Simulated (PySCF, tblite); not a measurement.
# C₄H₁₃BN₂Si: geometry, infrared bands and NMR shifts

Wanted: the infrared bands and NMR shifts of C₄H₁₃BN₂Si (`NBN1CCCC[SiH2]1`), by calculation.

Programs: tblite 0.8.0 and PySCF 2.14.0, with density-fitted response routines of our own. Each step states its level of theory. These are calculated values for one molecule in the gas phase, unless marked as measured. Atoms are numbered from 0 throughout.

### 1 The starting structure

21 atoms, charge 0, multiplicity 1; geometry from: force field or distance geometry start.

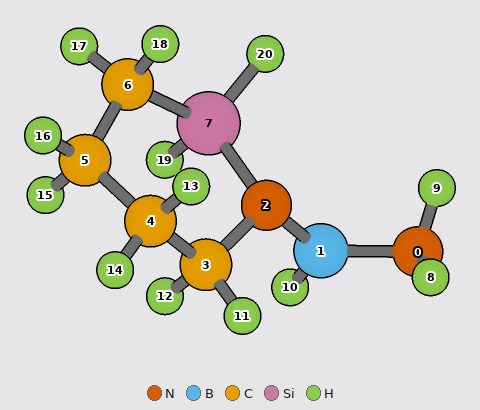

The starting geometry (nitrogen orange, boron blue, carbon amber, silicon pink, hydrogen green), atoms numbered.

### 2 Geometry optimisation with GFN2-xTB

The job: settings as JSON, then the geometry in Å.

```
{"job": {"kind": "relax", "xc": "GFN2-xTB", "basis": "xTB"}, "charge": 0, "multiplicity": 1}
N      3.530900    -0.138600     0.465100
B      2.268700    -0.292300    -0.395900
N      0.903500    -0.031200     0.223200
C      0.055700    -1.229600     0.125000
C     -1.333300    -1.011900     0.770800
C     -2.208200    -0.063800    -0.085400
C     -1.636300     1.361800    -0.145100
Si     0.144500     1.313600    -0.711100
H      3.414000    -0.763100     1.297000
H      3.522700     0.846400     0.823100
H      2.374400    -0.649200    -1.513100
H      0.540900    -2.065500     0.701800
H     -0.066700    -1.578400    -0.912000
H     -1.214600    -0.607100     1.790600
H     -1.854600    -1.981300     0.841600
H     -2.309000    -0.467400    -1.101200
H     -3.220100    -0.017100     0.364100
H     -2.236400     1.974400    -0.840400
H     -1.672800     1.821200     0.875200
H      0.180000     1.004700    -2.148000
H      0.807700     2.591200    -0.425700
```

The run is started by

```console
> OMP_NUM_THREADS=1 python probes_run.py task.json out
```

One launch serves the whole session: the jobs run in the order shown.

The program printed:

```text
step      E/eV     max force
  0    -653.61394    1.972
  1    -653.82370    1.179
  2    -653.92505    0.621
  3    -653.94760    0.480
  4    -653.97092    0.354
  5    -653.97959    0.387
  6    -654.01148    0.324
  7    -654.02686    0.329
  8    -654.04931    0.370
  9    -654.07088    0.426
 10    -654.10039    0.420
 11    -654.13841    0.497
 12    -654.19408    0.642
 13    -654.26308    0.696
 14    -654.34225    0.904
 15    -654.40808    0.909
 16    -654.47701    0.942
 17    -654.56677    0.688
 18    -654.68648    0.715
 19    -654.75471    0.673
 20    -654.80878    0.874
 21    -654.86836    0.723
 22    -654.92417    0.780
 23    -654.98636    0.440
 24    -655.01120    0.508
 25    -655.04693    0.386
 26    -655.07268    0.369
 27    -655.11258    0.345
 28    -655.12645    0.308
 29    -655.13824    0.383
 30    -655.14839    0.252
 31    -655.16478    0.280
 32    -655.18612    0.323
 33    -655.20118    0.334
 34    -655.21907    0.268
 35    -655.23425    0.272
 36    -655.24810    0.268
 37    -655.25726    0.209
 38    -655.26226    0.203
 39    -655.26639    0.195
 40    -655.27232    0.202
 41    -655.28140    0.241
 42    -655.29230    0.251
 43    -655.30136    0.219
 44    -655.30661    0.197
 45    -655.31155    0.162
 46    -655.31717    0.202
 47    -655.32427    0.174
 48    -655.32752    0.163
 49    -655.33246    0.170
 50    -655.33863    0.224
 51    -655.34724    0.329
 52    -655.35665    0.258
 53    -655.36564    0.259
 54    -655.37402    0.260
 55    -655.38189    0.258
 56    -655.38996    0.233
 57    -655.39402    0.397
 58    -655.40110    0.287
 59    -655.40630    0.272
 60    -655.41187    0.170
 61    -655.41686    0.184
 62    -655.42082    0.170
 63    -655.42521    0.163
 64    -655.43048    0.291
 65    -655.43538    0.175
 66    -655.44019    0.261
 67    -655.44326    0.290
 68    -655.44911    0.159
 69    -655.45389    0.131
 70    -655.45751    0.122
 71    -655.46068    0.133
 72    -655.46359    0.123
 73    -655.46720    0.143
 74    -655.47053    0.141
 75    -655.47330    0.119
 76    -655.47493    0.255
 77    -655.47744    0.152
 78    -655.47938    0.084
 79    -655.48142    0.065
 80    -655.48230    0.072
 81    -655.48356    0.074
 82    -655.48415    0.068
 83    -655.48490    0.064
 84    -655.48574    0.055
 85    -655.48666    0.058
 86    -655.48741    0.059
 87    -655.48805    0.056
 88    -655.48851    0.042
 89    -655.48883    0.029
 90    -655.48899    0.026
 91    -655.48914    0.026
 92    -655.48927    0.019
 93    -655.48937    0.014
 94    -655.48941    0.012
 95    -655.48944    0.011
 96    -655.48947    0.012
 97    -655.48951    0.012
 98    -655.48955    0.015
 99    -655.48959    0.017
100    -655.48963    0.016
101    -655.48968    0.016
102    -655.48972    0.018
103    -655.48975    0.022
104    -655.48978    0.019
105    -655.48981    0.015
106    -655.48984    0.017
107    -655.48987    0.022
108    -655.48990    0.020
109    -655.48994    0.016
110    -655.48998    0.020
111    -655.49003    0.026
112    -655.49009    0.027
113    -655.49014    0.019
114    -655.49017    0.011
115    -655.49019    0.013
116    -655.49021    0.015
117    -655.49022    0.012
118    -655.49023    0.008
```

Run time: 1.7 s. Hardware: 1 thread of Arm Neoverse N1, shared host; peak memory 0.18 GiB.

Relaxation path: (not every step is listed)

| step | energy from step 0 (eV) | largest force (eV/Å) |
| --- | --- | --- |
| 0 | 0.0000 | 1.9724 |
| 1 | -0.2098 | 1.1786 |
| 2 | -0.3111 | 0.6210 |
| 3 | -0.3337 | 0.4798 |
| 4 | -0.3570 | 0.3544 |
| 5 | -0.3657 | 0.3867 |
| 6 | -0.3975 | 0.3235 |
| 7 | -0.4129 | 0.3293 |
| 8 | -0.4354 | 0.3696 |
| 18 | -1.0725 | 0.7146 |
| 28 | -1.5125 | 0.3077 |
| 38 | -1.6483 | 0.2030 |
| 48 | -1.7136 | 0.1629 |
| 58 | -1.7872 | 0.2866 |
| 68 | -1.8352 | 0.1587 |
| 78 | -1.8654 | 0.0837 |
| 88 | -1.8746 | 0.0424 |
| 98 | -1.8756 | 0.0147 |
| 108 | -1.8760 | 0.0199 |
| 113 | -1.8762 | 0.0190 |
| 114 | -1.8762 | 0.0110 |
| 115 | -1.8763 | 0.0127 |
| 116 | -1.8763 | 0.0149 |
| 117 | -1.8763 | 0.0124 |
| 118 | -1.8763 | 0.0078 |

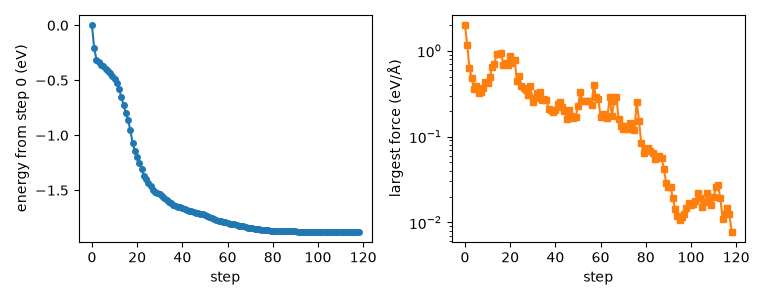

Energy and force, step by step.

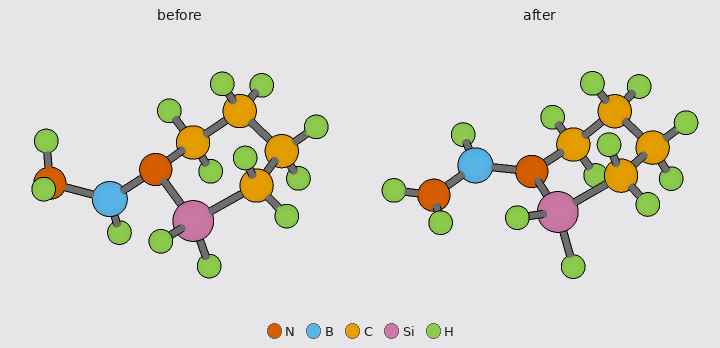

The geometry before (left) and after (right).

Distances of close pairs at the start and the end, largest changes first:

| bond | before (Å) | after (Å) | change (Å) |
| --- | --- | --- | --- |
| N0–B1 | 1.536 | 1.394 | -0.142 |
| B1–N2 | 1.522 | 1.426 | -0.095 |
| N2–Si7 | 1.805 | 1.732 | -0.073 |
| N0–H9 | 1.048 | 1.004 | -0.044 |
| N0–H8 | 1.047 | 1.004 | -0.043 |
| C3–H11 | 1.126 | 1.092 | -0.033 |
| C6–Si7 | 1.869 | 1.899 | +0.030 |
| C6–H18 | 1.120 | 1.092 | -0.028 |

The final coordinates are the input of the step that follows.

### 3 Harmonic vibrations with GFN2-xTB

The job: settings as JSON, then the geometry in Å.

```
{"job": {"kind": "ir", "xc": "GFN2-xTB", "basis": "xTB"}, "charge": 0, "multiplicity": 1}
N      3.233546     0.348382     0.179497
B      2.212319    -0.597250     0.249477
N      0.866508    -0.289447    -0.108372
C     -0.102657    -1.374714    -0.181436
C     -1.396983    -1.089008     0.578608
C     -2.231132     0.001807    -0.085191
C     -1.541973     1.356223     0.028182
Si     0.251952     1.257757    -0.586480
H      4.177913     0.154284     0.458665
H      3.095099     1.293805    -0.128294
H      2.483125    -1.682005     0.611529
H      0.357774    -2.277615     0.226338
H     -0.349302    -1.577403    -1.232581
H     -1.147189    -0.786057     1.597877
H     -1.976626    -2.014066     0.630784
H     -2.376893    -0.251053    -1.138837
H     -3.219855     0.040778     0.382501
H     -2.102346     2.104041    -0.532806
H     -1.561962     1.672992     1.072672
H      0.285318     1.392451    -2.056680
H      1.034445     2.333041     0.034074
```

The program printed:

```text
mode    cm-1     km/mol
  1      37.4      0.61
  2     117.0      1.99
  3     148.2      0.25
  4     192.1      0.23
  5     242.9      1.20
  6     285.2      4.92
  7     330.8      0.92
  8     379.8      0.57
  9     448.4     26.01
 10     452.6     77.83
 11     475.4     22.52
 12     526.0     40.05
 13     536.1    135.85
 14     614.1      7.57
 15     643.7     11.13
 16     695.9     62.22
 17     735.8    135.73
 18     774.8    236.83
 19     795.9    144.17
 20     800.0    108.70
 21     859.5     38.10
 22     891.4      2.67
 23     907.7     21.02
 24     935.1     37.99
 25    1022.3      4.79
 26    1030.9     16.35
 27    1076.1      1.93
 28    1123.9     23.40
 29    1131.2      8.51
 30    1134.2    102.07
 31    1190.0     29.05
 32    1204.7     77.61
 33    1238.5      3.25
 34    1273.6     27.98
 35    1306.5      3.37
 36    1341.8      3.08
 37    1350.6     39.44
 38    1356.8     18.12
 39    1373.0    498.97
 40    1477.1      0.85
 41    1487.4      0.63
 42    1492.0      0.76
 43    1508.0      0.25
 44    1537.2    181.00
 45    2146.6    404.24
 46    2219.8    335.98
 47    2577.9    208.55
 48    2875.9     65.80
 49    2936.6     64.38
 50    2958.2      2.92
 51    2963.1     24.47
 52    2967.0     58.66
 53    2972.5    110.57
 54    2981.2     92.93
 55    2994.1     55.43
 56    3515.8      2.76
 57    3557.4      2.08
```

Wall time 1.5 s (1 thread of Arm Neoverse N1, shared host); peak memory 0.18 GiB.

Which atoms move in the most intense modes:

| cm⁻¹ | km/mol | atoms |
| --- | --- | --- |
| 536 | 135.8 | H20 16 %, H9 15 %, Si7 12 % |
| 775 | 236.8 | H20 43 %, H19 42 % |
| 796 | 144.2 | H10 26 %, C6 12 % |
| 1373 | 499.0 | B1 57 %, N2 14 % |
| 1537 | 181.0 | H9 39 %, H8 37 %, N0 18 % |
| 2147 | 404.2 | H19 95 % |
| 2220 | 336.0 | H20 95 % |
| 2578 | 208.6 | H10 92 % |

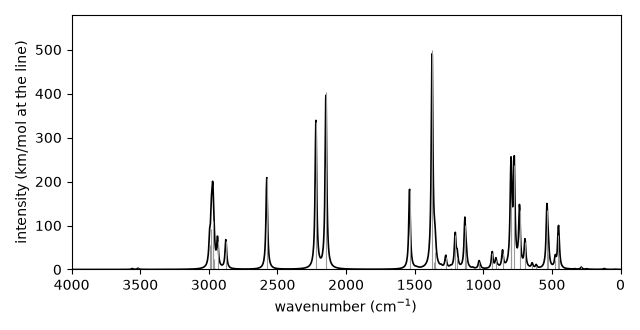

The infrared spectrum from these modes, unscaled. Lines are broadened to a width of 14 cm⁻¹ (Lorentzian).

### 4 Shielding tensors: PBE0/pcSseg-1

The job, as its differences from that of step 3:

```diff
@@ -1,2 +1,2 @@
-{"job": {"kind": "ir", "xc": "GFN2-xTB", "basis": "xTB"}, "charge": 0, "multiplicity": 1}
+{"job": {"kind": "nmr", "xc": "PBE0", "basis": "pcSseg-1"}, "charge": 0, "multiplicity": 1}
 N      3.233546     0.348382     0.179497
```

With the program's defaults for keys left out, this is: GIAO PBE0/pcSseg-1 NMR shielding, non-relativistic, gas phase.

The program printed:

```text
coarse grid: 17240 points
cycle   1  E = -583.5568515075  dE =  8.925e-01  |g| = 5.644e-01  |ddm| = 3.981e+00
cycle   2  E = -583.5229032233  dE =  3.395e-02  |g| = 6.961e-01  |ddm| = 1.132e+00
cycle   3  E = -583.6345304126  dE = -1.116e-01  |g| = 7.634e-02  |ddm| = 6.772e-01
cycle   4  E = -583.6355348442  dE = -1.004e-03  |g| = 3.434e-02  |ddm| = 8.121e-02
cycle   5  E = -583.6357671999  dE = -2.324e-04  |g| = 1.128e-02  |ddm| = 3.102e-02
cycle   6  E = -583.6357940238  dE = -2.682e-05  |g| = 2.175e-03  |ddm| = 9.583e-03
cycle   7  E = -583.6357951305  dE = -1.107e-06  |g| = 4.235e-04  |ddm| = 2.196e-03
final grid: 159792 points
cycle   8  E = -583.6775446957  dE = -4.725e-05  |g| = 9.901e-03  |ddm| = 3.167e-02
cycle   9  E = -583.6775300556  dE =  1.464e-05  |g| = 1.276e-02  |ddm| = 1.950e-02
cycle  10  E = -583.6775684456  dE = -3.839e-05  |g| = 1.008e-03  |ddm| = 1.107e-02
cycle  11  E = -583.6775686434  dE = -1.978e-07  |g| = 3.671e-04  |ddm| = 9.881e-04
cycle  12  E = -583.6775686692  dE = -2.583e-08  |g| = 9.687e-05  |ddm| = 3.067e-04
cycle  13  E = -583.6775686712  dE = -2.004e-09  |g| = 2.426e-05  |ddm| = 1.019e-04
cycle  14  E = -583.6775686714  dE = -1.430e-10  |g| = 5.600e-06  |ddm| = 2.850e-05
converged SCF energy = -583.6775686714

GIAO shielding tensors (ppm)
atom      isotropic    diamagn.    paramagn.     s11        s22        s33       span
  0 N      190.223     317.566    -127.343    128.645    213.775    228.248     99.602
  1 B       73.046     195.596    -122.550     44.217     75.246     99.676     55.459
  2 N      186.710     327.214    -140.504    102.699    214.344    243.089    140.389
  3 C      131.190     243.273    -112.083    116.098    125.542    151.929     35.831
  4 C      150.796     248.508     -97.713    140.347    153.081    158.959     18.613
  5 C      157.943     247.796     -89.853    147.610    159.088    167.130     19.520
  6 C      175.291     252.859     -77.568    162.671    176.472    186.730     24.059
  7 Si     396.037     881.801    -485.764    366.271    387.338    434.500     68.229
  8 H       28.856      28.408       0.448     23.454     25.137     37.977     14.523
  9 H       29.077      32.664      -3.587     22.206     28.978     36.047     13.841
 10 H       27.552      31.326      -3.774     25.279     27.782     29.597      4.318
 11 H       28.125      31.115      -2.989     23.012     28.388     32.976      9.964
 12 H       28.564      30.599      -2.036     24.297     27.545     33.849      9.552
 13 H       30.469      31.789      -1.320     27.450     29.006     34.950      7.500
 14 H       30.050      30.140      -0.089     24.886     28.385     36.881     11.994
 15 H       30.187      30.989      -0.803     26.956     28.213     35.391      8.435
 16 H       29.479      29.403       0.076     24.014     27.687     36.737     12.723
 17 H       31.036      29.960       1.076     26.363     28.135     38.611     12.248
 18 H       30.822      31.652      -0.830     26.966     28.603     36.898      9.932
 19 H       26.917      30.200      -3.282     23.046     25.134     32.572      9.526
 20 H       26.919      31.642      -4.723     23.089     26.364     31.304      8.215
```

Run time: 92 s. Hardware: 1 thread of Arm Neoverse N1, shared host; peak memory 1 GiB.

Shifts follow as δ = σ(reference) − σ, with reference shieldings (ppm) from runs at the same level and on the same kind of geometry: 1H TMS 31.72, 13C TMS 186.9, 29Si TMS 349.2, 15N NH3 267.7, 11B BF3·OEt2 100.1. The references are single molecules in the gas phase, so shifts against H2O, NH3, PH3, H3PO4 or CFCl3 are not on the usual liquid scales and can be off by tens of ppm. Atoms listed in one row are averaged.

| atoms | environment | σ (ppm) | δ (ppm) | δ scaled to CDCl3 |
| --- | --- | --- | --- | --- |
| C3 | sp3 CH2 bonded to N | 131.2 | 55.7 | 52.5 |
| C4 | sp3 CH2 in a ring | 150.8 | 36.1 | 33.3 |
| C5 | sp3 CH2 in a ring | 157.9 | 29.0 | 26.4 |
| C6 | sp3 CH2 bonded to Si | 175.3 | 11.6 | 9.4 |
| H19, H20 | hydrogen on a silicon bonded to C, N, in a 6-membered ring | 26.92 | 4.80 | – |
| H10 | hydrogen on a boron bonded to 2 N | 27.55 | 4.16 | – |
| H11, H12 | hydrogen on an sp3 CH2 bonded to N | 28.34 | 3.37 | 3.28 |
| H8, H9 | hydrogen on a nitrogen bonded to B | 28.97 | 2.75 | – |
| H15, H16 | hydrogen on an sp3 CH2 in a ring | 29.83 | 1.88 | 1.88 |
| H13, H14 | hydrogen on an sp3 CH2 in a ring | 30.26 | 1.46 | 1.48 |
| H17, H18 | hydrogen on an sp3 CH2 bonded to Si | 30.93 | 0.79 | 0.85 |
| N2 | nitrogen bonded to C, B, Si, in a 6-membered ring | 186.7 | 81.0 | – |
| N0 | nitrogen bonded to B, 2 H | 190.2 | 77.5 | – |
| B1 | boron bonded to 2 N, H | 73.0 | 27.0 | – |
| Si7 | silicon bonded to C, N, 2 H, in a 6-membered ring | 396.0 | -46.9 | – |

The scaled column applies a straight-line fit of computed shieldings to shifts measured in CDCl3 (root-mean-square error 0.16 ppm for H, 1.9 ppm for C).

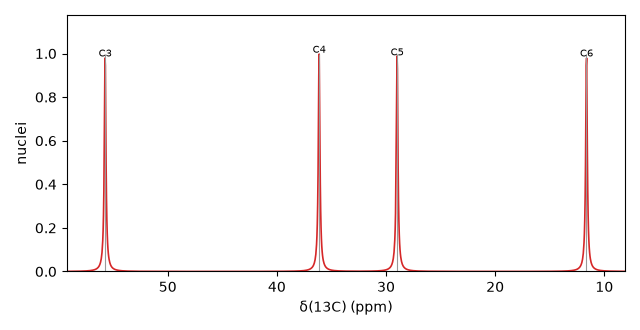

13C lines at the computed shifts, without couplings. Lines are broadened to a width of 0.18 ppm (Lorentzian).

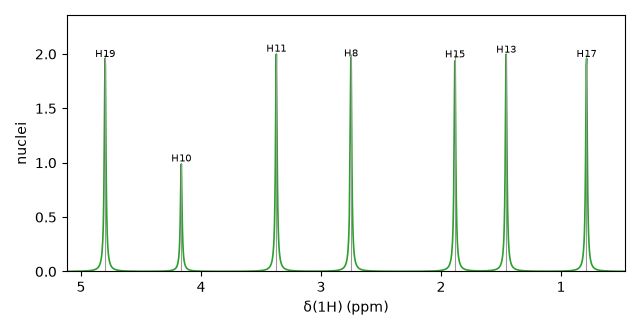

1H lines at the computed shifts, without couplings. Lines are broadened to a width of 0.02 ppm (Lorentzian).

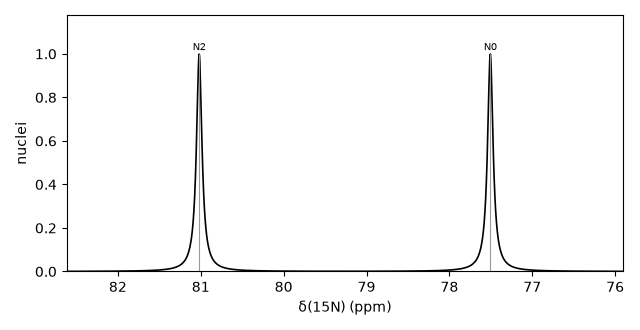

15N lines at the computed shifts, without couplings. Lines are broadened to a width of 0.08 ppm (Lorentzian).

The run also stored atomic charges by several schemes (e):

| atoms | Mulliken | IAO | Hirshfeld | ESP fit |
| --- | --- | --- | --- | --- |
| N0 | -0.48 | -0.57 | -0.26 | -0.95 |
| B1 | 0.39 | 0.14 | 0.13 | 0.32 |
| N2 | -0.79 | -0.55 | -0.22 | -0.27 |
| C3 | 0.01 | -0.14 | -0.02 | -0.10 |
| C4 | -0.22 | -0.26 | -0.07 | -0.05 |
| C5 | -0.24 | -0.25 | -0.07 | 0.04 |
| C6 | -0.53 | -0.55 | -0.16 | -0.23 |
| Si7 | 0.76 | 0.88 | 0.37 | 0.50 |

Hirshfeld charges:

N0 -0.26; B1 0.13; N2 -0.22; C3 -0.02; C4 -0.07; C5 -0.07; C6 -0.16; Si7 0.37; H8 0.13; H9 0.11; H10 -0.07; H11 0.04; H12 0.03; H13 0.04; H14 0.04; H15 0.03; H16 0.04; H17 0.04; H18 0.04; H19 -0.09; H20 -0.08

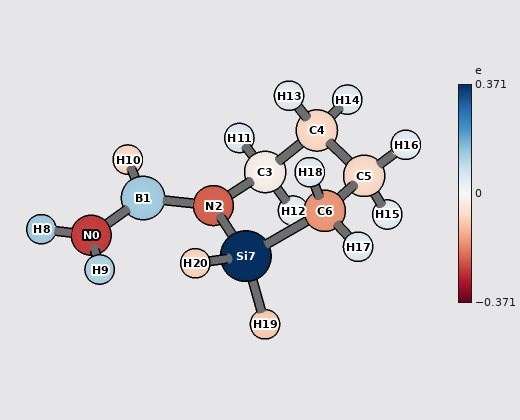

Hirshfeld charges, as colours on the atoms.

Mayer bond orders: N0–B1 1.29, B1–N2 1.10, N2–C3 0.94, C3–C4 1.04, C4–C5 1.03, C5–C6 1.04, C6–Si7 0.91, Si7–N2 0.93.

Ring of atoms N2, C3, C4, C5, C6, Si7: NICS(0) -1.6, NICS(1) -1.7, NICS(1)zz 3.8 ppm (means of both faces).

Orbitals, density, ELF and potential are computed afterwards from the orbital file.

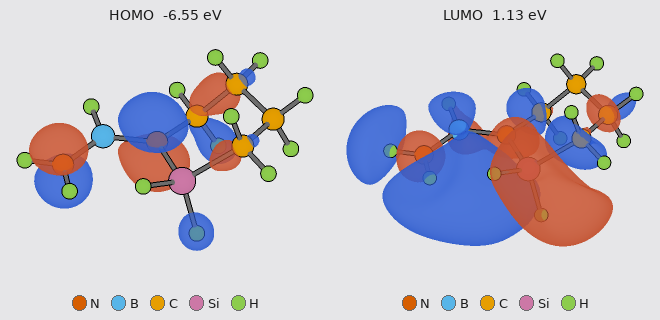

Frontier orbitals at PBE0/pcSseg-1; each surface holds 70 % of the orbital's density, blue and red mark the sign.

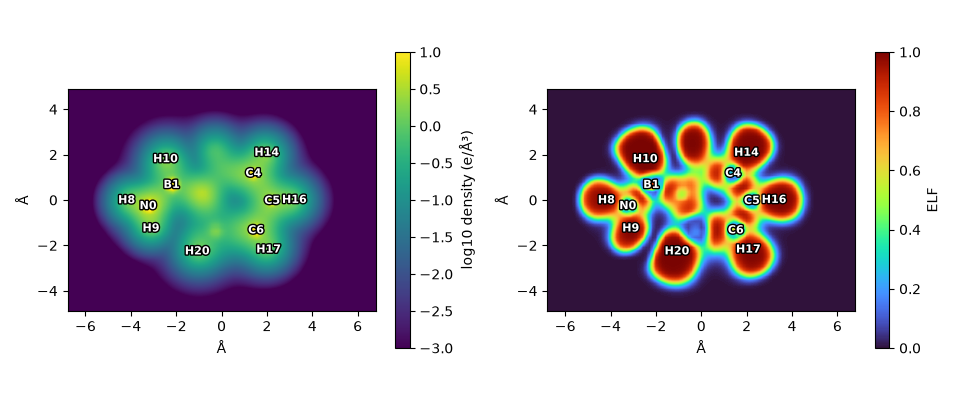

Density (left) and ELF (right) in a plane through or near 12 of the atoms.

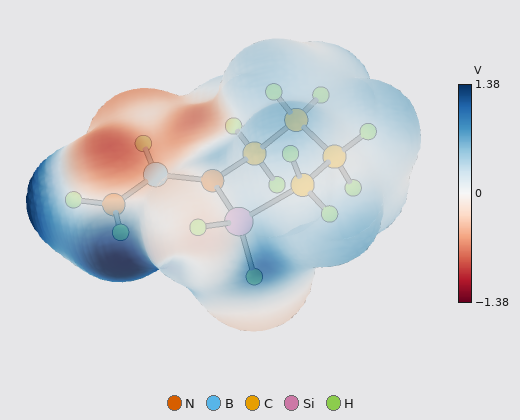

The potential that a unit positive charge feels on the 0.002 e/bohr³ surface, from -0.80 V near N0 to 1.38 V near H8.

### 5 Results

```
                                                              quantity                                         value
                             strongest single infrared mode (GFN2-xTB)                         1373 cm⁻¹, 499 km/mol
                                          zero-point energy (GFN2-xTB)                                108.9 kcal/mol
                                13C shifts against TMS (PBE0/pcSseg-1)                    55.7, 36.1, 29.0, 11.6 ppm
1H shifts against TMS (PBE0/pcSseg-1, means over atoms taken as alike)  4.80, 4.16, 3.37, 2.75, 1.88, 1.46, 0.79 ppm
                                15N shifts against NH3 (PBE0/pcSseg-1)                                81.0, 77.5 ppm
                           11B shifts against BF3·OEt2 (PBE0/pcSseg-1)                                      27.0 ppm
                               29Si shifts against TMS (PBE0/pcSseg-1)                                     -46.9 ppm
                                 surface potential, least and greatest                            -0.80 V and 1.38 V
```

**Reading.** Relaxing lowered the energy by 1.876 eV in 118 steps; the close pair that moved most is N0–B1, from 1.536 to 1.394 Å. No mode is imaginary among the 57: a minimum at this level. The strongest single mode, at 1373 cm⁻¹, moves mainly B1. GFN2-xTB is a fitted tight-binding method: band positions and strengths are rough. Its intensities can rank the bands wrongly. At PBE0/pcSseg-1: The widest tensor belongs to N2: span 140 ppm, with a paramagnetic part of -141 ppm.
